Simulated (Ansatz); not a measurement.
# AlAsHO radical: an energy map over bond length O1–Al2 and bond length O1–As3

How does the energy of AlAsHO, spin multiplicity 2 change over two coordinates at once? A grid of runs gives the map.

The runs use Ansatz 0.2.0; UKS SPW92 (LDA)/def2-TZVP.

## (1) The system as given

4 atoms, charge 0, spin multiplicity 2.

Atoms are counted from 1 here; the program's logs count them from 0.

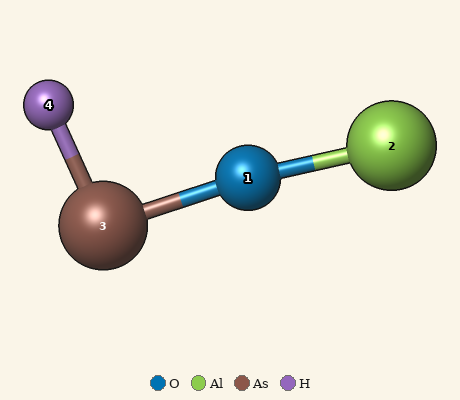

The starting geometry (oxygen blue, aluminium green, arsenic brown, hydrogen purple); atoms are numbered from 1 in the order of the file.

Coordinates:

```xyz
4

O     0.35348    0.04028    0.50067
Al    0.72488   -0.38521    2.13829
As    0.10704    0.59094   -1.19184
H    -1.18540   -0.24600   -1.44711
```

## (2) Relaxing the molecule

The input, input.yaml:

```yaml
crystal:
  periodic: [false, false, false]
  atoms:
    - { symbol: O, position_ang: [0.353482, 0.040276, 0.500673] }
    - { symbol: Al, position_ang: [0.72488, -0.38521, 2.138286] }
    - { symbol: As, position_ang: [0.107038, 0.590939, -1.191841] }
    - { symbol: H, position_ang: [-1.185401, -0.245996, -1.447108] }
magnetization:
  spin_polarized: true
  initial_magnetization: 1
basis:
  gaussian: { orbitals: def2-TZVP }
hamiltonian:
  xc: lda
output:
  forces: true
relax:
  f_tol: 0.003
  max_steps: 120
```

Command:

```sh
$ ansatz run input.yaml --threads 1 --pin off --max-ram 2560MiB --backend cpu --events-out ev --progress --plain --runs-dir out
```

The program printed, cut to the lines that bear on the results:

```text
Warning: RAYON_NUM_THREADS=1 ignored (pool sized by the plan → 1); use --threads N
[...]
Functional definition: SPW92
[...]
827 factors; their error is unknown
[...]
mean field -69370.44360218 eV, -2549.3167814047 hartree, gradient 2.1e-5 eV, S^2 0.751369; 0 other end points of the search recorded, 0 dependent functions left out
[...]
reference -69370.44363320 eV, -2549.3167825444 hartree; 28, 27 occupied and 94, 95 virtual orbitals, 827 factors
relax step   1: F+E_penalty+E_count = -69370.44360218 eV  Δ(F+E_penalty+E_count) = +0.000e0 eV  max|allowed force component| = 6.986e-1 eV/Å  Δτ_max = 0.0000 Å  (30 SCF iters, accepted)
[...]
relax step   4: F+E_penalty+E_count = -69370.46945947 eV  Δ(F+E_penalty+E_count) = -9.631e-5 eV  max|allowed force component| = 5.241e-3 eV/Å  Δτ_max = 0.0025 Å  (25 SCF iters, accepted)
[...]
relax step   5: F+E_penalty+E_count = -69370.46946303 eV  Δ(F+E_penalty+E_count) = -3.563e-6 eV  max|allowed force component| = 1.474e-4 eV/Å  Δτ_max = 0.0018 Å  (25 SCF iters, accepted)
827 factors; their error is unknown
[...]
mean field -69370.46946303 eV, -2549.3177317733 hartree, gradient 1.4e-5 eV, S^2 0.751345; 1 other end points of the search recorded, 0 dependent functions left out
[...]
reference -69370.46949379 eV, -2549.3177329036 hartree; 28, 27 occupied and 94, 95 virtual orbitals, 827 factors
Total energy: -69370.46949379 eV, -2549.3177329036 hartree
Atom 0 at     0.346834     0.042399     0.491788 Å, force    -0.000083     0.000101     0.000147 eV/Å
Atom 1 at     0.709701    -0.380485     2.097592 Å, force     0.000053    -0.000055    -0.000049 eV/Å
Atom 2 at     0.113221     0.585769    -1.172388 Å, force    -0.000009    -0.000068    -0.000082 eV/Å
Atom 3 at    -1.169757    -0.247673    -1.416982 Å, force     0.000039     0.000023    -0.000016 eV/Å
Dipole moment:    -0.014754    -0.025666     0.034916 e Å
```

Run time: 25 s. Hardware: 1 thread of Arm Neoverse N1, shared host; peak memory 0.2 GiB.

The steps of the relaxation:

| step | energy from step 1 (eV) | largest force component (eV/Å) |
| --- | --- | --- |
| 1 | 0.0000 | 0.6986 |
| 2 | -0.0188 | 0.4266 |
| 3 | -0.0258 | 0.0416 |
| 4 | -0.0259 | 0.0052 |
| 5 | -0.0259 | 0.0001 |

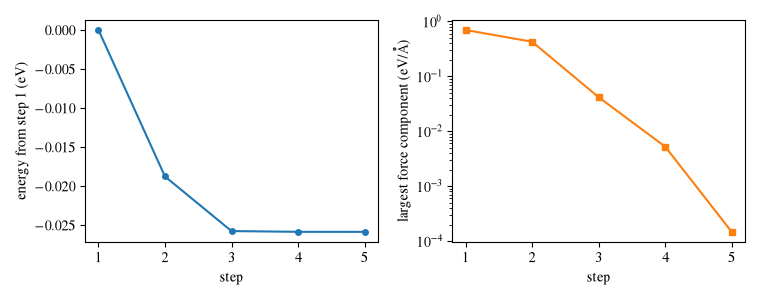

Energy and largest force along the relaxation.

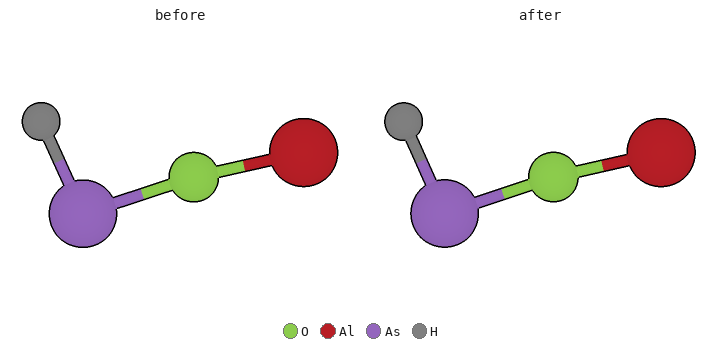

The geometry before (left) and after (right).

Distances of close pairs at the start and the end, largest changes first:

| bond | before (Å) | after (Å) | change (Å) |
| --- | --- | --- | --- |
| O1–Al2 | 1.732 | 1.700 | -0.033 |
| O1–As3 | 1.797 | 1.766 | -0.031 |
| As3–H4 | 1.561 | 1.549 | -0.011 |

## (3) The grid

First coordinate, bond length O1–Al2: 15 values from 1.496 to 2.125 Å. Second coordinate, bond length O1–As3: 15 values from 1.484 to 2.296 Å.

Nothing else is relaxed (all other coordinates rigid). Energies count from the relaxed molecule at the same level.

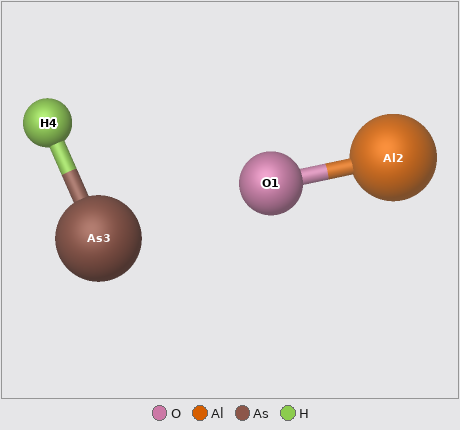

The geometry at bond length O1–Al2 = 1.541 Å, bond length O1–As3 = 2.238 Å.

Below, 3 of the grid's runs; all are launched alike.

## (4) Grid point bond length O1–Al2 = 1.720 Å, bond length O1–As3 = 1.774 Å

The input, input.yaml:

```yaml
crystal:
  periodic: [false, false, false]
  atoms:
    - { symbol: O, position_ang: [0.346834, 0.042399, 0.491788] }
    - { symbol: Al, position_ang: [0.714027, -0.385526, 2.116734] }
    - { symbol: As, position_ang: [0.112183, 0.588182, -1.179779] }
    - { symbol: H, position_ang: [-1.170794, -0.24526, -1.424373] }
magnetization:
  spin_polarized: true
  initial_magnetization: 1
basis:
  gaussian: { orbitals: def2-TZVP }
hamiltonian:
  xc: lda
output:
  forces: true
```

Command:

```sh
$ ansatz run input.yaml --threads 1 --pin off --max-ram 2560MiB --backend cpu --events-out ev --progress --plain --runs-dir out
```

The program printed, cut to the lines that bear on the results:

```text
Warning: RAYON_NUM_THREADS=1 ignored (pool sized by the plan → 1); use --threads N
[...]
Functional definition: SPW92
[...]
827 factors; their error is unknown
[...]
mean field -69370.46382591 eV, -2549.3175246131 hartree, gradient 2.0e-5 eV, S^2 0.751344; 0 other end points of the search recorded, 0 dependent functions left out
[...]
reference -69370.46385677 eV, -2549.3175257471 hartree; 28, 27 occupied and 94, 95 virtual orbitals, 827 factors
Total energy: -69370.46385677 eV, -2549.3175257471 hartree
Atom 0 at     0.346834     0.042399     0.491788 Å, force     0.064233    -0.050019     0.227041 eV/Å
Atom 1 at     0.714027    -0.385526     2.116734 Å, force    -0.097258     0.115600    -0.435898 eV/Å
Atom 2 at     0.112183     0.588182    -1.179779 Å, force     0.033099    -0.064124     0.205618 eV/Å
Atom 3 at    -1.170794    -0.245260    -1.424373 Å, force    -0.000074    -0.001457     0.003240 eV/Å
Dipole moment:    -0.009988    -0.030540     0.054425 e Å
```

Wall time 4.1 s (1 thread of Arm Neoverse N1, shared host); peak memory 0.14 GiB.

Energy on the map's scale: 0.13 kcal/mol.

## (5) Grid point bond length O1–Al2 = 1.541 Å, bond length O1–As3 = 2.238 Å

The input, input.yaml:

```yaml
crystal:
  periodic: [false, false, false]
  atoms:
    - { symbol: O, position_ang: [0.346834, 0.042399, 0.491788] }
    - { symbol: Al, position_ang: [0.675813, -0.340992, 1.947626] }
    - { symbol: As, position_ang: [0.050809, 0.730935, -1.616987] }
    - { symbol: H, position_ang: [-1.232169, -0.102507, -1.861581] }
magnetization:
  spin_polarized: true
  initial_magnetization: 1
basis:
  gaussian: { orbitals: def2-TZVP }
hamiltonian:
  xc: lda
output:
  forces: true
```

Command:

```sh
$ ansatz run input.yaml --threads 1 --pin off --max-ram 2560MiB --backend cpu --events-out ev --progress --plain --runs-dir out
```

The program printed, cut to the lines that bear on the results:

```text
Warning: RAYON_NUM_THREADS=1 ignored (pool sized by the plan → 1); use --threads N
[...]
Functional definition: SPW92
[...]
827 factors; their error is unknown
[...]
mean field -69368.93155617 eV, -2549.2612147386 hartree, gradient 6.2e-5 eV, S^2 0.756338; 3 other end points of the search recorded, 0 dependent functions left out
[...]
reference -69368.93158775 eV, -2549.2612158992 hartree; 28, 27 occupied and 94, 95 virtual orbitals, 827 factors
Total energy: -69368.93158775 eV, -2549.2612158992 hartree
Atom 0 at     0.346834     0.042399     0.491788 Å, force    -1.611532     2.187672    -7.849575 eV/Å
Atom 1 at     0.675813    -0.340992     1.947626 Å, force     1.092532    -1.296574     4.889007 eV/Å
Atom 2 at     0.050809     0.730935    -1.616987 Å, force     0.410075    -0.882945     2.755947 eV/Å
Atom 3 at    -1.232169    -0.102507    -1.861581 Å, force     0.108925    -0.008153     0.204622 eV/Å
Dipole moment:    -0.081292     0.071764    -0.305501 e Å
```

Run time: 6.6 s. Hardware: 1 thread of Arm Neoverse N1, shared host; peak memory 0.18 GiB.

On the map this point reads 35.5 kcal/mol.

## (6) Grid point bond length O1–Al2 = 1.945 Å, bond length O1–As3 = 1.658 Å

The input, input.yaml:

```yaml
crystal:
  periodic: [false, false, false]
  atoms:
    - { symbol: O, position_ang: [0.346834, 0.042399, 0.491788] }
    - { symbol: Al, position_ang: [0.762061, -0.441505, 2.329299] }
    - { symbol: As, position_ang: [0.127527, 0.552494, -1.070477] }
    - { symbol: H, position_ang: [-1.155451, -0.280948, -1.315071] }
magnetization:
  spin_polarized: true
  initial_magnetization: 1
basis:
  gaussian: { orbitals: def2-TZVP }
hamiltonian:
  xc: lda
output:
  forces: true
```

Command:

```sh
$ ansatz run input.yaml --threads 1 --pin off --max-ram 2560MiB --backend cpu --events-out ev --progress --plain --runs-dir out
```

The program printed, cut to the lines that bear on the results:

```text
Warning: RAYON_NUM_THREADS=1 ignored (pool sized by the plan → 1); use --threads N
[...]
Functional definition: SPW92
[...]
827 factors; their error is unknown
[...]
mean field -69369.88165332 eV, -2549.2961301649 hartree, gradient 4.3e-5 eV, S^2 0.751213; 2 other end points of the search recorded, 0 dependent functions left out
[...]
reference -69369.88168435 eV, -2549.2961313052 hartree; 28, 27 occupied and 94, 95 virtual orbitals, 827 factors
Total energy: -69369.88168435 eV, -2549.2961313052 hartree
Atom 0 at     0.346834     0.042399     0.491788 Å, force     1.117932    -1.578742     5.587600 eV/Å
Atom 1 at     0.762061    -0.441505     2.329299 Å, force    -0.587836     0.695678    -2.626377 eV/Å
Atom 2 at     0.127527     0.552494    -1.070477 Å, force    -0.398844     0.905081    -2.788795 eV/Å
Atom 3 at    -1.155451    -0.280948    -1.315071 Å, force    -0.131252    -0.022017    -0.172428 eV/Å
Dipole moment:     0.080239    -0.123292     0.424638 e Å
```

Run time: 5.2 s. Hardware: 1 thread of Arm Neoverse N1, shared host; peak memory 0.16 GiB.

On the map this point reads 13.6 kcal/mol.

## (7) All points together

225 points were computed. Energies in kcal/mol, from the relaxed molecule at the same level:

```tsv
bond length O1–As3 (Å) ↓, bond length O1–Al2 (Å) →	1.496	1.541	1.586	1.631	1.675	1.720	1.765	1.810	1.855	1.900	1.945	1.990	2.035	2.080	2.125
2.296	46.3	39.6	35.5	33.5	33.0	33.8	35.5	37.9	40.9	44.2	47.9	51.7	55.6	59.6	63.6
2.238	42.2	35.5	31.3	29.1	28.6	29.3	30.9	33.2	36.1	39.3	42.9	46.6	50.5	54.4	58.4
2.180	38.1	31.2	27.0	24.7	24.1	24.6	26.1	28.4	31.2	34.4	37.9	41.5	45.3	49.2	53.1
2.122	34.0	27.0	22.6	20.2	19.5	20.0	21.4	23.6	26.3	29.4	32.8	36.4	40.2	44.0	47.9
2.064	29.9	22.8	18.3	15.8	15.0	15.4	16.7	18.8	21.5	24.5	27.9	31.4	35.1	38.9	42.7
2.006	26.0	18.8	14.2	11.7	10.7	11.0	12.3	14.3	16.9	19.8	23.1	26.6	30.3	34.0	37.7
1.948	22.5	15.2	10.5	7.9	6.8	7.0	8.2	10.2	12.6	15.6	18.8	22.2	25.8	29.4	33.1
1.890	19.5	12.2	7.4	4.7	3.6	3.7	4.8	6.6	9.1	11.9	15.0	18.4	21.9	25.5	29.1
1.832	17.6	10.1	5.2	2.4	1.2	1.2	2.3	4.0	6.4	9.1	12.2	15.5	18.9	22.4	26.0
1.774	16.9	9.3	4.4	1.5	0.2	0.1	1.1	2.7	5.0	7.7	10.6	13.8	17.2	20.6	24.0
1.716	18.2	10.5	5.4	2.4	1.0	0.9	1.7	3.3	5.4	8.0	10.9	14.0	17.2	20.5	23.9
1.658	22.0	14.2	9.0	5.9	4.4	4.1	4.8	6.3	8.3	10.8	13.6	16.5	19.6	22.8	26.0
1.600	29.3	21.4	16.1	12.8	11.2	10.8	11.4	12.7	14.6	17.0	19.6	22.4	25.4	28.4	31.5
1.542	41.4	33.3	27.8	24.4	22.7	22.1	22.5	23.7	25.5	27.6	30.1	32.8	35.6	38.4	41.3
1.484	59.7	51.5	45.8	42.3	40.3	39.6	39.9	40.9	42.5	44.4	46.7	49.2	51.7	54.4	57.0
```

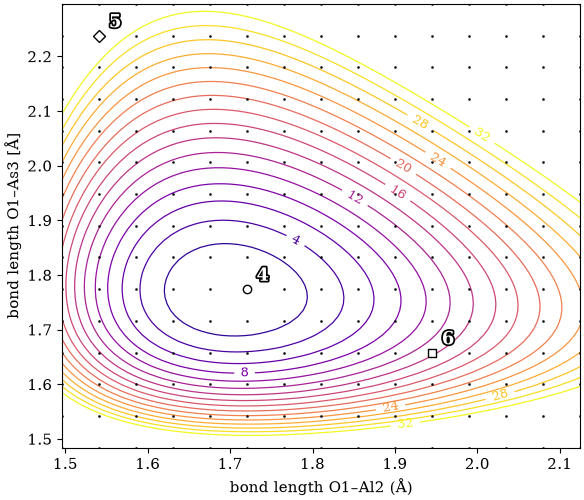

The map; numbers mark the steps of this session that print a point's run. The picture shows contour lines labelled in kcal/mol, dots at the grid points. Between grid points the surface is interpolated.

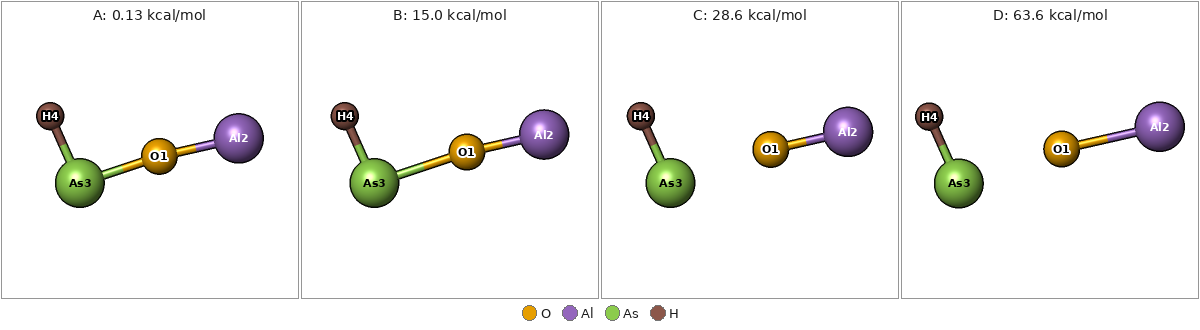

Structures on the grid, at one scale: A at bond length O1–Al2 = 1.720 Å, bond length O1–As3 = 1.774 Å; B at bond length O1–Al2 = 1.675 Å, bond length O1–As3 = 2.064 Å; C at bond length O1–Al2 = 1.675 Å, bond length O1–As3 = 2.238 Å; D at bond length O1–Al2 = 2.125 Å, bond length O1–As3 = 2.296 Å.

The dipole moment (D) at each point:

```csv
"bond length O1–As3 (Å) ↓, bond length O1–Al2 (Å) →",1.496,1.541,1.586,1.631,1.675,1.720,1.765,1.810,1.855,1.900,1.945,1.990,2.035,2.080,2.125
2.296,1.60,1.48,1.35,1.20,1.04,0.86,0.66,0.45,0.22,0.07,0.30,0.57,0.84,1.13,1.42
2.238,1.69,1.56,1.41,1.24,1.05,0.85,0.63,0.40,0.16,0.14,0.40,0.68,0.96,1.26,1.56
2.180,1.76,1.61,1.43,1.24,1.04,0.82,0.58,0.33,0.10,0.23,0.51,0.80,1.10,1.40,1.71
2.122,1.80,1.62,1.43,1.22,1.00,0.76,0.50,0.24,0.11,0.36,0.65,0.95,1.25,1.56,1.87
2.064,1.79,1.60,1.39,1.16,0.92,0.66,0.40,0.14,0.21,0.50,0.80,1.11,1.42,1.73,2.05
2.006,1.74,1.53,1.30,1.06,0.81,0.54,0.27,0.12,0.37,0.67,0.98,1.29,1.60,1.92,2.23
1.948,1.65,1.42,1.18,0.92,0.66,0.39,0.14,0.25,0.55,0.85,1.17,1.48,1.80,2.11,2.41
1.890,1.50,1.26,1.01,0.75,0.48,0.22,0.17,0.44,0.75,1.06,1.37,1.68,1.99,2.30,2.59
1.832,1.31,1.07,0.81,0.55,0.29,0.14,0.36,0.66,0.96,1.27,1.58,1.89,2.19,2.48,2.76
1.774,1.08,0.84,0.59,0.33,0.14,0.30,0.59,0.88,1.19,1.49,1.79,2.08,2.37,2.64,2.90
1.716,0.83,0.59,0.34,0.15,0.27,0.54,0.82,1.12,1.41,1.70,1.98,2.26,2.52,2.77,3.00
1.658,0.56,0.33,0.15,0.27,0.51,0.79,1.06,1.34,1.62,1.90,2.16,2.41,2.64,2.86,3.05
1.600,0.28,0.15,0.28,0.52,0.77,1.03,1.30,1.56,1.81,2.06,2.30,2.51,2.71,2.88,3.04
1.542,0.16,0.32,0.54,0.78,1.02,1.26,1.50,1.74,1.97,2.18,2.38,2.56,2.72,2.85,2.97
1.484,0.39,0.59,0.81,1.03,1.24,1.46,1.68,1.88,2.08,2.25,2.41,2.55,2.67,2.76,2.84
```

## (8) Outcome

| quantity | value |
| --- | --- |
| lowest point | bond length O1–Al2 = 1.720 Å, bond length O1–As3 = 1.774 Å, 0.13 kcal/mol |
| highest computed point | bond length O1–Al2 = 2.125 Å, bond length O1–As3 = 2.296 Å, 63.4 kcal/mol above the lowest |
| dipole moment (D) | 0.07 at bond length O1–Al2 = 1.900 Å, bond length O1–As3 = 2.296 Å to 3.05 at bond length O1–Al2 = 2.125 Å, bond length O1–As3 = 1.658 Å; 0.30 at the lowest point |
| time for the whole task | 19 min on 1 thread, shared host |

**Reading.** The lowest computed point is at bond length O1–Al2 = 1.720 Å, bond length O1–As3 = 1.774 Å, 0.13 kcal/mol from the relaxed molecule at the same level. No other kind of well shows on this grid. The highest computed point, bond length O1–Al2 = 2.125 Å, bond length O1–As3 = 2.296 Å, lies 63.4 kcal/mol above the lowest. Round the minimum the two coordinates are nearly uncoupled.
